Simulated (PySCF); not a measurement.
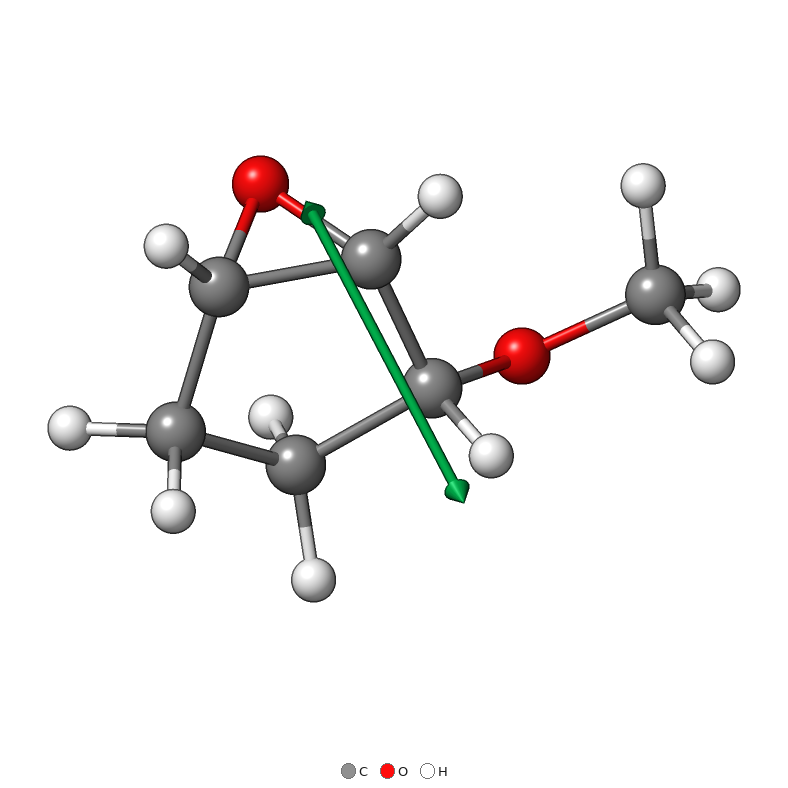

The double arrow shows the direction of the transition dipole to excited singlet state 1 (its length means nothing). The geometry was computed by an optimisation with GFN2-xTB. No frequency run is at hand to confirm it as a minimum. Level of theory: TDDFT PBE0/def2-SVPD, vertical, gas phase, core orbitals frozen in the response (PySCF 2.14.0).

**Where does the transition lie, and how strong is it?**

6.86 eV (181 nm), oscillator strength 0.022, mainly HOMO → LUMO (weight 0.91); transition dipole 0.91 D.
